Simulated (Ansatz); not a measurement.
Consider Ag···Ag···Ag (charge +1, quintet).

```xyz
3

Ag   -1.1178    1.8455   -0.6984
Ag    1.7106    0.2782    0.1739
Ag   -0.5928   -2.1237    0.5244
```

Geometry: B3LYP-D4/def2-TZVP; core potentials replace the inner electrons of Ag.

These are results of UKS PBE0-D4/def2-TZVP in Ansatz 0.2.0, not measurements.

What can the converged electron density, electron localisation function and spin density tell about the bonding?

Ag2···Ag3 (3.35 Å): the density falls to about 0.09 e/Å³ on the way; the ELF dips to about 0.15 between them.
Ag–Ag (3.35 Å): the density is about 0.09 e/Å³ at the midpoint; the ELF is about 0.15 at the midpoint.
The unpaired spin (4 electrons) lies mostly on Ag2 (about 1.4), Ag1 (about 1.3) and Ag3 (about 1.3), in electrons by Hirshfeld's partition.

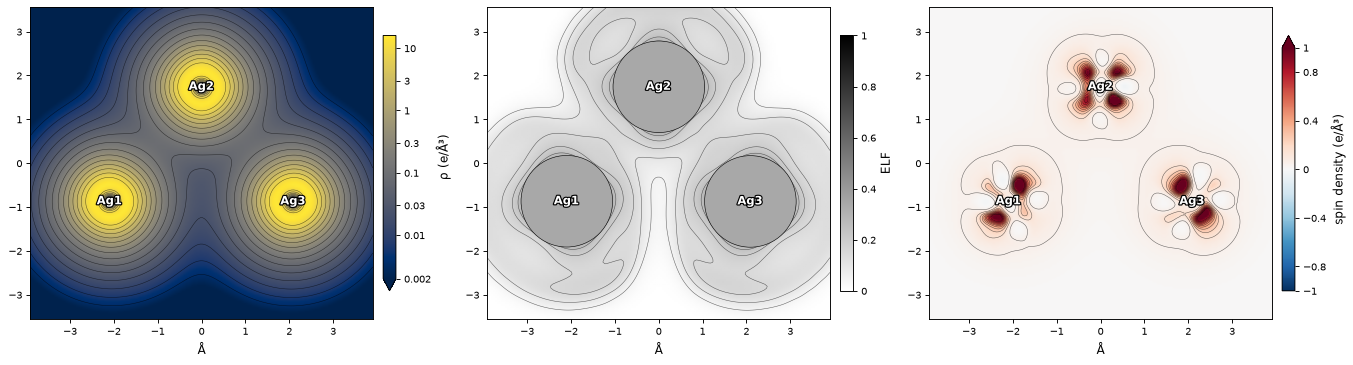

Computed electron density, electron localisation function and spin density on the molecular plane, in this order. Grey discs cover the atomic cores in the ELF map. 
